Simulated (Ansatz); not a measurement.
**Si2H6OF4: single-point calculation**

System: Si2H6OF4.
Method: RKS PBE0-D4/def2-TZVPP (Ansatz 0.2.0).

The geometry is the reactant side of a reaction. The reaction was set up to form Si1–F8, H7–F10 and O2–H9 and to break Si1–O2, H7–F8 and H9–F10 (atoms counted from 1 in the order of the input); sticks are drawn by distance alone. The geometry comes from this level: PBE0-D4/def2-TZVP.

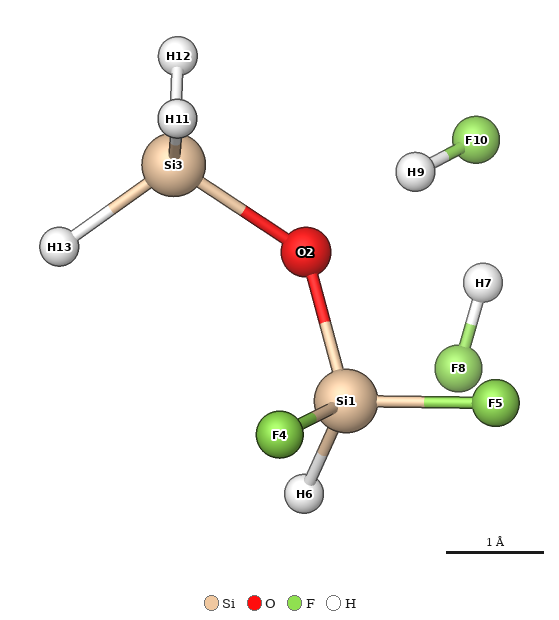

**Figure 1.** The input geometry (ball-and-stick view, seen at a tilt; atoms are numbered from 1 in the order of the input).

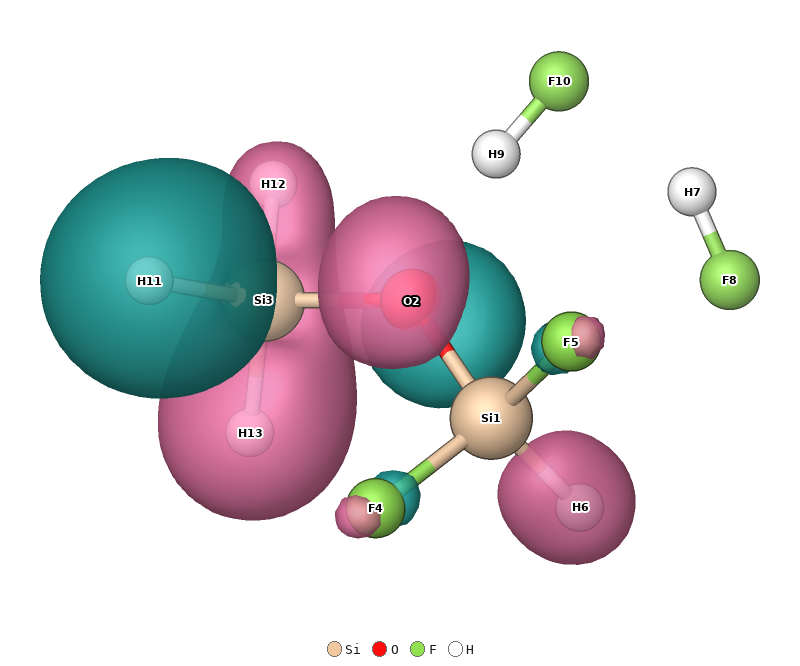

**Figure 2.** One frontier orbital at ±0.1 Å⁻³ᐟ² (teal and pink are the two phases), seen at a tilt. The HOMO, at −10.01 eV. Its weight (Hirshfeld) is mainly on Si3 (30 %), H11 (25 %), O2 (25 %) and H13 (10 %).

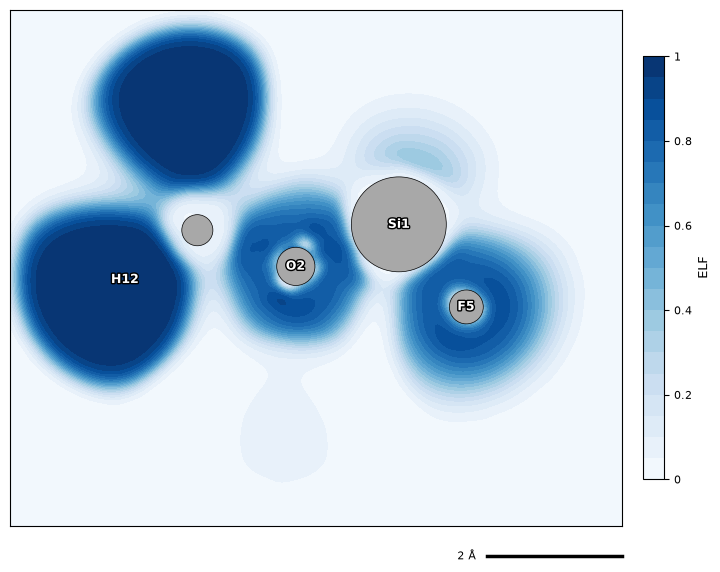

**Figure 3.** Electron localisation function on the plane of atoms O2, Si1 and F5. Grey discs, where drawn, cover atomic cores. Atoms in the plane: Si, O, F and H. Si–F (1.57 Å): the ELF peaks at about 0.85 between the atoms.

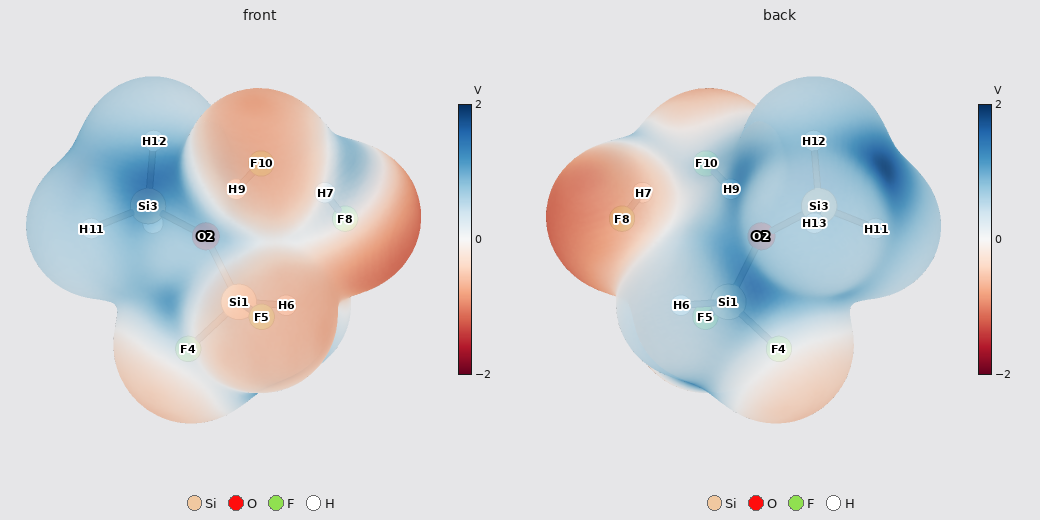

**Figure 4.** The molecular electrostatic potential painted on the density surface at 0.001 e/bohr³, seen at a tilt and from behind; red is negative and blue positive. A positive charge is drawn to the negative regions and a negative charge to the positive ones.

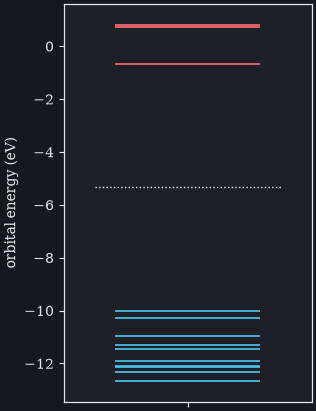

**Figure 5.** Orbital energies near the frontier; the dotted line parts filled from empty levels, and levels within 0.02 eV of each other stand side by side. Highest filled −10.01 eV, lowest empty −0.66 eV, 9.35 eV apart.

The input that produced these results follows, with the program's output.

### Input file
```yaml
crystal:
  periodic: [false, false, false]
  atoms:
    - {symbol: Si, position_ang: [-1.167468, 0.646238, 0.704998]}
    - {symbol: O, position_ang: [0.024172, 0.187878, -0.324758]}
    - {symbol: Si, position_ang: [0.042863, -0.172104, -1.962754]}
    - {symbol: F, position_ang: [-2.177736, 1.523289, -0.143070]}
    - {symbol: F, position_ang: [-0.509527, 1.579802, 1.785352]}
    - {symbol: H, position_ang: [-1.894736, -0.470322, 1.297524]}
    - {symbol: H, position_ang: [1.286699, -0.976373, 2.099772]}
    - {symbol: F, position_ang: [0.459500, -1.237993, 2.453173]}
    - {symbol: H, position_ang: [1.504288, -0.004956, 0.388769]}
    - {symbol: F, position_ang: [2.258576, -0.245347, 0.912008]}
    - {symbol: H, position_ang: [0.064005, 1.089845, -2.734586]}
    - {symbol: H, position_ang: [1.275687, -0.956155, -2.189360]}
    - {symbol: H, position_ang: [-1.166220, -0.963899, -2.287068]}
basis:
  gaussian: {orbitals: def2-TZVPP}
hamiltonian: {xc: pbe0, dispersion: d4}
output: {orbitals: {seedname: orbitals}}
```

Launched with:
```bash
ansatz run in.yaml --threads 4 --pin off --events-out ev --progress --plain --max-ram 46080MiB --backend cuda --devices 0, --max-vram 37GiB
```

### Output
```
Functional definition: PBE0
  name "PBE0"
  cite "Adamo & Barone, J. Chem. Phys. 110, 6158 (1999) doi:10.1063/1.478522"
  cite "Perdew, Burke & Ernzerhof, Phys. Rev. Lett. 77, 3865 (1996) doi:10.1103/PhysRevLett.77.3865"
  parent pbe
  parameter a = 0.25
  parameter kappa = 0.804
  parameter beta = 0.06672455060314922
  exchange = (1 - a)*pbe_x(kappa = kappa, mu = beta*pi^2/3) + a*exact_x
  correlation = pbe_c(beta = beta)
1711 factors; their error is unknown
mean field evaluation 1: about -28754.1306 eV, gradient 7.3e1 eV
mean field evaluation 2: about -28745.9287 eV, gradient 1.0e2 eV
mean field evaluation 4: about -28761.2862 eV, gradient 4.7e0 eV
mean field evaluation 8: about -28761.3140 eV, gradient 3.9e-2 eV
mean field evaluation 16: about -28761.3945 eV, gradient 3.7e-5 eV
mean field -28761.39454956 eV, -1056.9617545229 hartree, gradient 3.7e-5 eV, S^2 0.000000; 0 other end points of the search recorded, 0 dependent functions left out
reference -28761.39458165 eV, -1056.9617557022 hartree; 39, 39 occupied and 284, 284 virtual orbitals, 1711 factors
Total energy: -28761.63416113 eV, -1056.9705600857 hartree
```

### Results in brief

- outcome: converged
- total energy: −28761.6342 eV
- mean-field energy: −28761.3946 eV
- dispersion energy: −0.2396 eV
- SCF solution under orbital rotations: stable
- HOMO: −10.01 eV
- LUMO: −0.66 eV
- hardware: 4 CPU threads, shared host
- wall time: 2 s (CPU time 2.2 s)
- peak memory: 0.88 GiB
